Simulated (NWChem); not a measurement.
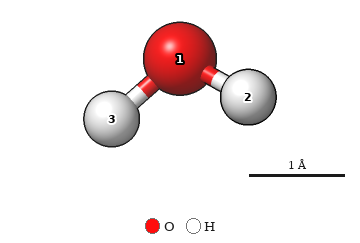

The input geometry (ball-and-stick view, seen at a tilt; atoms are numbered from 1 in the order of the input).

## Energy and gradient calculation, with input and output: H2O

H2O, SMILES O, computed with HF/3-21G, RHF (NWChem 7.3.0).

The geometry comes from this level: PBE0-D4/def2-TZVP.

**The input**
```
start job
memory stack 880 mb heap 220 mb global 1100 mb

geometry units angstroms noautosym nocenter noautoz
  O     -0.302700     0.200200    -0.140600
  H      0.466500     0.548400     0.315300
  H     -0.163800    -0.748600    -0.174700
end

basis spherical bse
  O library 3-21G
  H library 3-21G
end

scf
  nopen 0
  rhf
  thresh 1e-08
  maxiter 80
  noprint "final vectors analysis"
end

task scf gradient
```

Run as:
```bash
nwchem job.nw > job.out
```

**Output**
```
Northwest Computational Chemistry Package (NWChem) 7.3.0
             --------------------------------------------------------

           Job information
           ---------------

    nwchem branch   = 7.3.0
    use scalapack   = T
    input           = job.nw
    prefix          = job.
    data base       = ./job.db
    status          = startup
    nproc           =        1

           Memory information
           ------------------

    heap     =     28835838 doubles =      220.0 Mbytes
    stack    =    115343355 doubles =      880.0 Mbytes
    global   =    144179200 doubles =     1100.0 Mbytes (distinct from heap & stack)
    total    =    288358393 doubles =     2200.0 Mbytes
    verify   = yes
    hardfail = no

           Directory information
           ---------------------

  0 permanent = .
  0 scratch   = .

                                NWChem Input Module
                                -------------------

 Scaling coordinates for geometry "geometry" by  1.889725989
 (inverse scale =  0.529177249)

                             Geometry "geometry" -> ""
                             -------------------------

 Output coordinates in angstroms (scale by  1.889725989 to convert to a.u.)

  No.       Tag          Charge          X              Y              Z
 ---- ---------------- ---------- -------------- -------------- --------------
    1 O                    8.0000    -0.30270000     0.20020000    -0.14060000
    2 H                    1.0000     0.46650000     0.54840000     0.31530000
    3 H                    1.0000    -0.16380000    -0.74860000    -0.17470000

      Atomic Mass
      -----------

      O                 15.994910
      H                  1.007825

 Effective nuclear repulsion energy (a.u.)       9.1713014188

            Nuclear Dipole moment (a.u.)
            ----------------------------
        X                 Y               Z
 ---------------- ---------------- ----------------
    -4.0041403972     2.6482620004    -1.8598683180

            XYZ format geometry
            -------------------
     3
 geometry
 O                    -0.30270000     0.20020000    -0.14060000
 H                     0.46650000     0.54840000     0.31530000
 H                    -0.16380000    -0.74860000    -0.17470000

 ==============================================================================
                                internuclear distances
 ------------------------------------------------------------------------------
       center one      |      center two      | atomic units |  angstroms
 ------------------------------------------------------------------------------
    2 H                |   1 O                |     1.81331  |     0.95956
    3 H                |   1 O                |     1.81323  |     0.95952
 ------------------------------------------------------------------------------
                         number of included internuclear distances:          2
 ==============================================================================

 ==============================================================================
                                 internuclear angles
 ------------------------------------------------------------------------------
        center 1       |       center 2       |       center 3       |  degrees
 ------------------------------------------------------------------------------
    2 H                |   1 O                |   3 H                |   105.05
 ------------------------------------------------------------------------------
                            number of included internuclear angles:          1
 ==============================================================================

                      Basis "ao basis" -> "" (spherical)
                      -----
  [basis functions not shown]

 Summary of "ao basis" -> "" (spherical)
 ------------------------------------------------------------------------------
       Tag                 Description            Shells   Functions and Types
 ---------------- ------------------------------  ------  ---------------------
 O                           3-21G                   5        9   3s2p
 H                           3-21G                   2        2   2s

                                 NWChem SCF Module
                                 -----------------

  ao basis        = "ao basis"
  functions       =    13
  atoms           =     3
  closed shells   =     5
  open shells     =     0
  charge          =   0.00
  wavefunction    = RHF
  input vectors   = atomic
  output vectors  = ./job.movecs
  use symmetry    = F
  symmetry adapt  = F

 Summary of "ao basis" -> "ao basis" (spherical)
 ------------------------------------------------------------------------------
       Tag                 Description            Shells   Functions and Types
 ---------------- ------------------------------  ------  ---------------------
 O                           3-21G                   5        9   3s2p
 H                           3-21G                   2        2   2s

 Forming initial guess at       0.0s

      Superposition of Atomic Density Guess
      -------------------------------------

 Sum of atomic energies:         -75.36108723

      Non-variational initial energy
      ------------------------------

 Total energy =     -75.531770
 1-e energy   =    -121.426261
 2-e energy   =      36.723189
 HOMO         =      -0.436923
 LUMO         =       0.163160

 Starting SCF solution at       0.0s

 ----------------------------------------------
         Quadratically convergent ROHF

 Convergence threshold     :          1.000E-08
 Maximum no. of iterations :           80
 Final Fock-matrix accuracy:          1.000E-10
 ----------------------------------------------

              iter       energy          gnorm     gmax       time
             ----- ------------------- --------- --------- --------
                 1      -75.5499194199  8.02D-01  3.77D-01      0.0
                 2      -75.5827632368  2.16D-01  1.24D-01      0.0
                 3      -75.5855276594  2.93D-02  1.94D-02      0.0
                 4      -75.5855955973  1.19D-04  5.78D-05      0.0
                 5      -75.5855955988  1.29D-08  7.44D-09      0.0
                 6      -75.5855955988  4.00D-10  2.35D-10      0.0

       Final RHF  results
       ------------------

         Total SCF energy =    -75.585595598816
      One-electron energy =   -122.600858005943
      Two-electron energy =     37.843960988358
 Nuclear repulsion energy =      9.171301418770

        Time for solution =      0.0s

             Final eigenvalues
             -----------------

              1
    1  -20.4281
    2   -1.3277
    3   -0.6853
    4   -0.5362
    5   -0.4792
    6    0.2631
    7    0.3616
    8    1.1953
    9    1.3022
   10    1.7826
   11    1.8663
   12    2.0173
   13    3.1115

 center of mass
 --------------
 x =  -0.47599371 y =   0.31481315 z =  -0.22109255

 moments of inertia (a.u.)
 ------------------
           4.320002991568          -0.599474453147          -1.167906996211
          -0.599474453147           2.749169557371          -0.738783944140
          -1.167906996211          -0.738783944140           5.636393565607

  Mulliken analysis of the total density
  --------------------------------------

    Atom       Charge   Shell Charges
 -----------   ------   -------------------------------------------------------
    1 O    8     8.73   1.99  0.42  2.11  1.48  2.73
    2 H    1     0.64   0.44  0.20
    3 H    1     0.64   0.44  0.20

       Multipole analysis of the density wrt the origin
       ------------------------------------------------

     L   x y z        total         open         nuclear
     -   - - -        -----         ----         -------
     0   0 0 0     -0.000000      0.000000     10.000000

     1   1 0 0      0.742694      0.000000     -4.004140
     1   0 1 0     -0.491230      0.000000      2.648262
     1   0 0 1      0.344968      0.000000     -1.859868

     2   2 0 0     -4.871244      0.000000      3.490612
     2   1 1 0      0.808512      0.000000     -0.379801
     2   1 0 1      0.202084      0.000000      1.843313
     2   0 2 0     -3.669444      0.000000      4.220230
     2   0 1 1      0.598597      0.000000      0.280350
     2   0 0 2     -4.894811      0.000000      1.028756

                              NWChem Gradients Module
                              -----------------------

  wavefunction    =   RHF

                         RHF ENERGY GRADIENTS

    atom               coordinates                        gradient
                 x          y          z           x          y          z
   1 O      -0.572020   0.378323  -0.265695    0.001710  -0.001171   0.000790
   2 H       0.881557   1.036326   0.595831   -0.005383  -0.008761  -0.003918
   3 H      -0.309537  -1.414649  -0.330135    0.003673   0.009932   0.003129

                 ----------------------------------------
                 |  Time  |  1-e(secs)   |  2-e(secs)   |
                 ----------------------------------------
                 |  CPU   |       0.00   |       0.00   |
                 ----------------------------------------
                 |  WALL  |       0.00   |       0.00   |
                 ----------------------------------------

 Task  times  cpu:        0.0s     wall:        0.0s
 Total times  cpu:        0.0s     wall:        0.0s
```

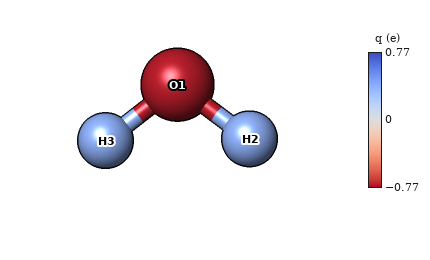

Mulliken charges, as the colour of each atom (ball-and-stick view, seen at a tilt; atoms are numbered from 1 in the order of the input). By element: O −0.73 and H +0.36 e.

**Summary**

- outcome: converged
- total energy: −75.585596 hartree
- basis functions: 13
- largest force: 0.568 eV/Å
- dipole moment: 2.43 D
- hardware: 1 thread of AMD EPYC (Zen 5), 16 GiB of memory available, shared host
- wall time: 0.52 s
- peak memory: 0.099 GiB
